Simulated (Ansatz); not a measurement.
One stationary structure of NbAs. Space group I4₁md (No. 109). Method: PBEsol (plane waves to 420 eV, PAW, scalar-relativistic; Ansatz, a first-principles code).

```cif
data_As2Nb2
_chemical_formula_sum 'Nb2 As2'
_space_group_name_H-M_alt 'P 1'
_space_group_IT_number 1
_cell_length_a 6.28600
_cell_length_b 6.28600
_cell_length_c 6.28600
_cell_angle_alpha 148.246
_cell_angle_beta 148.246
_cell_angle_gamma 45.522
loop_
_space_group_symop_operation_xyz
  'x, y, z'
loop_
_atom_site_label
_atom_site_type_symbol
_atom_site_fract_x
_atom_site_fract_y
_atom_site_fract_z
_atom_site_occupancy
Nb1 Nb 0.99874 0.99874 0.00000 1
Nb2 Nb 0.74874 0.24874 0.50000 1
As1 As 0.41726 0.41726 0.00000 1
As2 As 0.16726 0.66726 0.50000 1
```

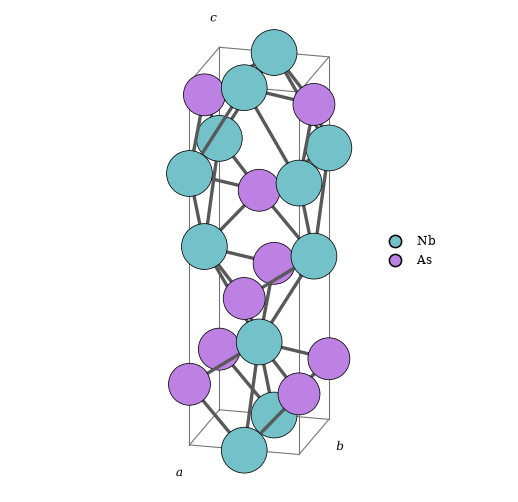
*The conventional cell of the relaxed structure*

- Volume per atom = 17.14 Å³
- Density = 8.13 g/cm³
- Band gap = no gap on the sampled points, where the bands overlap only slightly; such a result is sensitive to mesh and level
- Shortest distances = As–Nb 2.60 Å; As–As 3.37 Å; Nb–Nb 3.37 Å
- k-mesh = 19×19×19

Band energies at high-symmetry points (eV from the Fermi level; labels of this space group; no spin-orbit coupling), from −5 eV up to 3.0 eV:

```
point                                                             energies
-----  -------------------------------------------------------------------
Γ                 -2.87 -2.23 -2.23 -2.10 -1.71 -1.39 -1.39 0.70 1.30 2.52
X                  -4.70 -4.70 -2.81 -2.81 -0.61 -0.61 2.47 2.47 2.75 2.75
P                  -4.64 -4.64 -2.83 -2.83 -0.60 -0.60 2.48 2.48 2.71 2.71
N             -3.43 -3.24 -2.30 -1.80 -1.42 -0.05 0.05 1.22 2.17 2.34 2.82
M      -4.01 -4.01 -2.67 -2.67 -2.57 -2.57 -0.53 -0.53 0.99 0.99 2.01 2.01
S             -3.33 -3.21 -2.27 -2.12 -1.41 -0.15 0.22 1.50 2.05 2.48 2.77
S0            -3.33 -3.21 -2.27 -2.12 -1.41 -0.15 0.22 1.50 2.05 2.48 2.77
R                  -4.62 -4.62 -2.78 -2.78 -0.66 -0.66 2.35 2.35 2.76 2.76
```

No spin polarisation in the result.

The run could not lose the symmetry of its start; a randomly shaken copy of 4 atoms returns to this structure.
